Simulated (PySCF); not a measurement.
C5H7BFN (SMILES CC#CCC#[N+][BH2-]F)

```xyz
15

C    -3.3446   -0.7319   -0.5185
C    -2.1663    0.0247   -0.1696
C    -1.1997    0.6653    0.1308
C    -0.0009    1.4200    0.4769
C     1.1652    0.6737    0.0990
N     2.0614    0.0429   -0.2382
B     3.3702   -0.7143   -0.4107
F     3.9900   -0.6183    0.8346
H    -4.2347   -0.1176   -0.3894
H    -3.2818   -1.0536   -1.5572
H    -3.4215   -1.6098    0.1215
H     0.0001    2.3881   -0.0374
H     0.0373    1.5942    1.5584
H     3.9657   -0.1227   -1.2579
H     3.0553   -1.8329   -0.6755
```

Geometry: GFN2-xTB.

Level of theory: PBE0/pcSseg-1, SCF density, gas phase, non-relativistic (PySCF).

> What will maps of the electron density and electron localisation function show?

C–N (1.15 Å): ρ at the midpoint is about 3.5 e/Å³; the ELF peaks at about 0.85 between the atoms (a multiple bond).
C–C (1.20 Å): ρ is about 2.7 e/Å³ halfway; the ELF peaks at about 0.80 between the atoms (a multiple bond).
B–N (1.52 Å): the density is about 1.4 e/Å³ at the midpoint; the ELF peaks at about 0.95 between the atoms: a shared but strongly polarised pair.
C–H (1.09 Å): ρ at the midpoint is about 2 e/Å³; the ELF climbs to about 1 towards the hydrogen, as it does in any bond to H: an ordinary covalent bond to hydrogen.

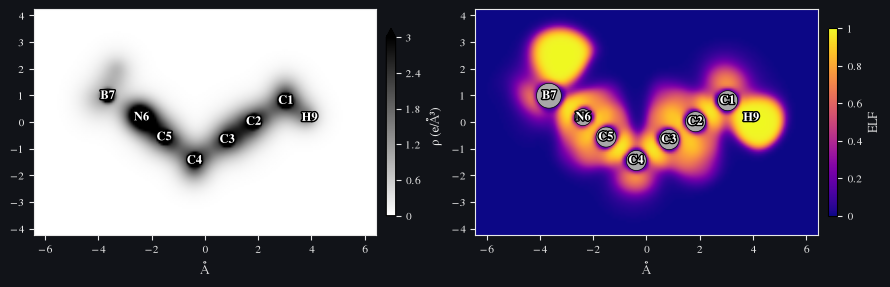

Computed electron density and electron localisation function on the plane of atoms C3, C4 and C5, in this order. Grey discs cover the atomic cores in the ELF map. 
